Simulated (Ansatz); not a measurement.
**Cl3HTi···HCl: density, localisation and related maps**

Input file:

```
crystal:
  periodic: [false, false, false]
  atoms:
    - {symbol: Ti, position_ang: [-0.189868, 1.019778, -0.177935]}
    - {symbol: Cl, position_ang: [-0.253805, -2.690182, 0.341542]}
    - {symbol: Cl, position_ang: [-0.918576, 0.242748, -2.060919]}
    - {symbol: Cl, position_ang: [-1.451215, 0.758881, 1.560258]}
    - {symbol: Cl, position_ang: [0.615796, 3.016952, -0.343974]}
    - {symbol: H, position_ang: [0.999252, -2.512961, 0.531775]}
    - {symbol: H, position_ang: [1.198318, 0.164784, 0.149253]}
basis:
  gaussian: {orbitals: def2-TZVPP}
hamiltonian: {xc: pbe0, dispersion: d4}
output: {orbitals: {seedname: orbitals}}
```

Launched as:

```sh
ansatz run in.yaml --threads 8 --pin off --events-out ev --progress --plain --max-ram 19148MiB
```

The product side of a reaction path; geometry: PBE0-D4/def2-TZVP.

These are results of Ansatz, RKS PBE0-D4/def2-TZVPP, not measurements.

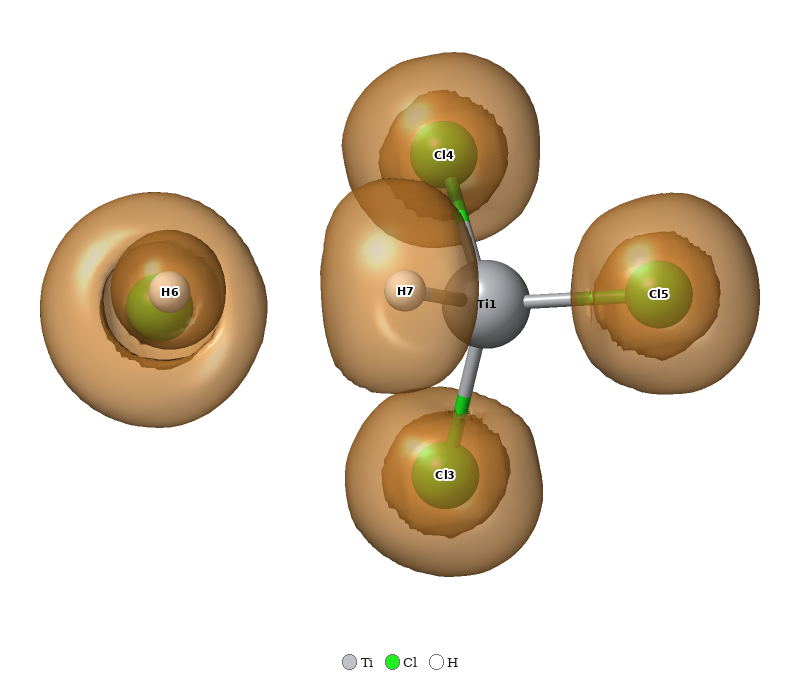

Figure 1. Isosurface of the ELF at 0.8 (orange), seen across its widest extent. Core shells and regions of very low density are left out.

Q: Where are the electrons localised?

A: The surface consists of two regions around hydrogen nuclei, one ring or bowl of non-bonding electrons around Cl and three regions wrapped around Cl (the valence shell of each). Along the contacts the grid gives the following. Ti1···Cl2 (3.75 Å): the ELF dips to about 0 between them; a weak contact between the two molecules. Ti–Cl (2.16 Å): the ELF peaks at about 0.85 in the valence shell of Cl, 0.8 Å from its nucleus, and is about 0.45 at the midpoint.

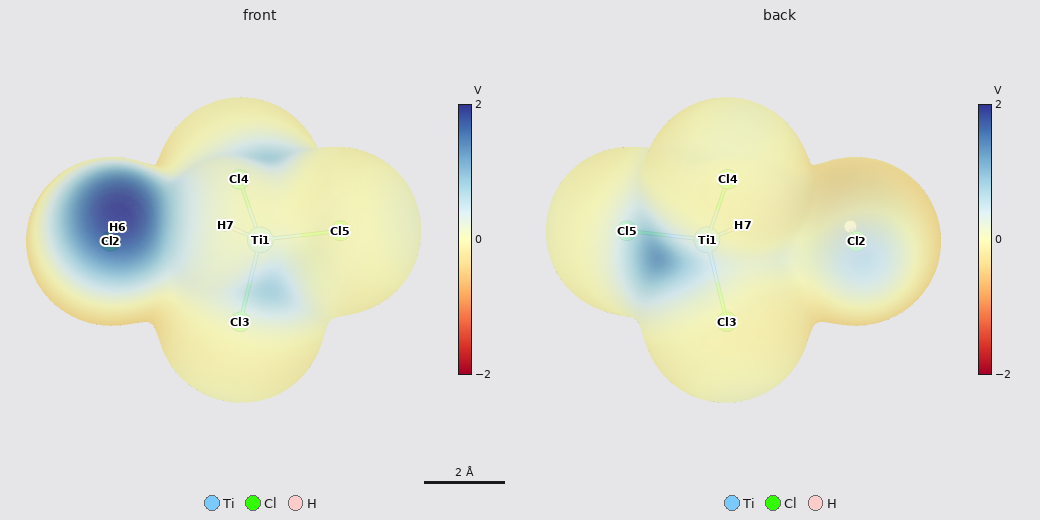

Figure 2. The molecular electrostatic potential painted on the density surface at 0.001 e/bohr³, seen from the front and from behind; red is negative and blue positive.

Q: Describe the electrostatic potential map.

A: The most negative region (about −0.4 V) lies over Cl2, Cl3 and Cl4, the most positive (about +1.9 V) over H6. Cl2 shows a σ-hole: about +0.5 V at the tip opposite its bond, against about −0.3 V on its flanks.

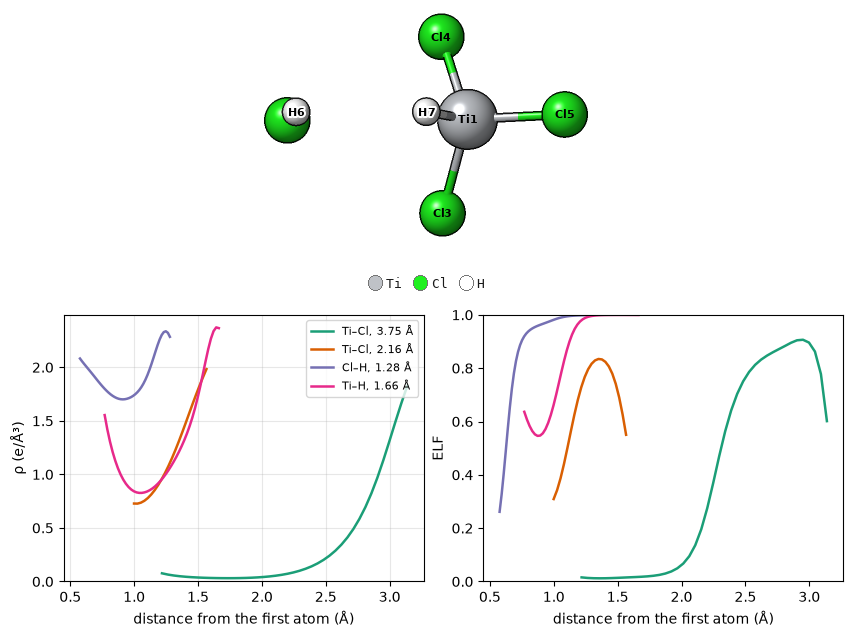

Figure 3. Electron density and ELF along straight lines between neighbouring atoms. The curves leave out the atomic cores. The structure is drawn too.

Q: What can be read from the curves?

A: Ti1···Cl2 (3.75 Å): the density falls to about 0.03 e/Å³ on the way; the ELF dips to about 0 between them; a weak contact between the two molecules.
Ti–Cl (2.16 Å): ρ at the midpoint is about 0.75 e/Å³; the ELF peaks at about 0.85 in the valence shell of Cl, 0.8 Å from its nucleus, and is about 0.45 at the midpoint.
Cl–H (1.28 Å): ρ is about 2 e/Å³ halfway; the ELF climbs to about 1 towards the hydrogen, as it does in any bond to H.
Ti–H (1.66 Å): the density is about 1.2 e/Å³ at the midpoint; the ELF climbs to about 1 towards the hydrogen.
